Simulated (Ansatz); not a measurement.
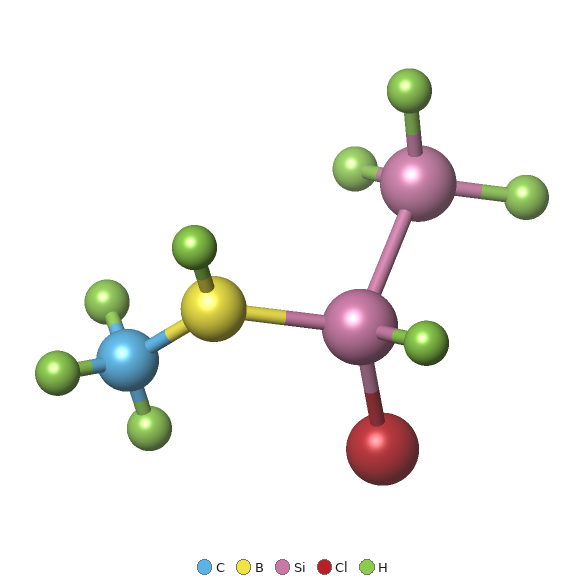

Computed geometry: PBE-D4/def2-SVP optimisation. No frequency run is at hand to confirm it as a minimum.

Give the structural formula.

SMILES: CB[Si@H]([SiH3])Cl

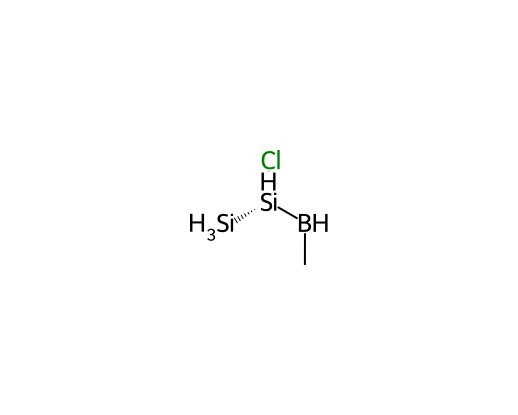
